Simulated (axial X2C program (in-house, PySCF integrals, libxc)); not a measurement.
## Run report: SeP, relativistic diatomic calculation

- system: SeP, single determinant with M_S = 1/2 and |Λ| = 1.
- method: B97-3, spin-free X2C-1e, Se dyall-v3z, P dyall-v3z (cores contracted) (axial X2C program (in-house, PySCF integrals, libxc))

**Outcome**

- outcome: converged
- bond length rₑ: 2.038 Å
- ωₑ: 581.7 cm⁻¹
- energy at the minimum: −2771.87260 hartree
- depth below the fragments: 3.87 eV
- largest ⟨S²⟩ along the curve: 1.33
- hardware: 1 thread of Arm Neoverse N1, 54 GiB of memory available, shared host
- wall time: 6.1 s

**What is odd here**

This input holds a deliberate oddity: far start. The program ran to the end. Its numbers are those of the input as typed; this run alone doesn't show how far the oddity moves them. ⟨S²⟩ reaches 1.33 where a pure state of this multiplicity has 0.75, so the determinant is spin-contaminated.

**Input file**
```
{"zs": [34, 15], "q": 0, "bas": ["dyall-v3z", "dyall-v3z"], "levels": ["PBE0", "HF", "LDA", "B97-3"], "cc": false, "r0": 3.553, "npts": 10, "nst": 2, "ntry": 6}
```

The line is the task of a batch: nuclear charges, charge, bases, the levels to run, a first guess of the distance and further settings. This report covers B97-3 without spin-orbit coupling. The log is that of the reference distance 2.037 Å.

Launched within a batch (the task file carries these settings):
```bash
python <driver script> task.json out
```

**The program's output**
```
spin-free X2C-1e  B97-3
basis functions 118  fitting functions 777  grid points 5078
iter        total energy     max residual
   1      -2771.872145157     2.81e-02
   2      -2771.872499799     3.06e-03
   3      -2771.872475541     2.53e-03
   4      -2771.872525147     2.35e-03
   5      -2771.872583922     3.78e-04
   6      -2771.872591176     2.70e-04
   7      -2771.872596091     1.23e-04
   8      -2771.872597706     2.92e-05
   9      -2771.872597748     8.32e-06
  10      -2771.872597749     2.01e-06
converged
one-electron -4117.29962150  Coulomb 1324.63858655  exact exchange -29.49406568  xc functional -82.20663682  nuclear repulsion 132.48913970
```

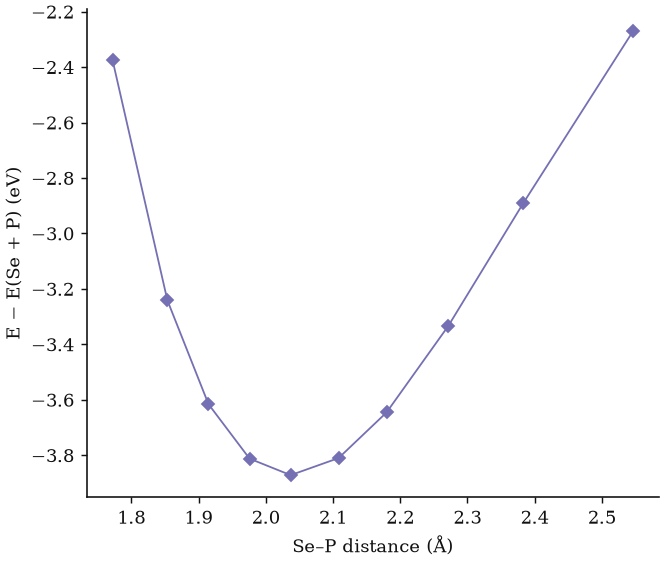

Fig. 1: Energy at 10 bond lengths, for one set of occupations held fixed; the line joins the points. A polynomial of degree 6 through 9 points gives rₑ = 2.038 Å, ωₑ = 581.7 cm⁻¹, ωₑxₑ = 1.4 cm⁻¹ and Bₑ = 0.1818 cm⁻¹. The minimum lies 3.87 eV below Se + P, each computed as one determinant at the same level.
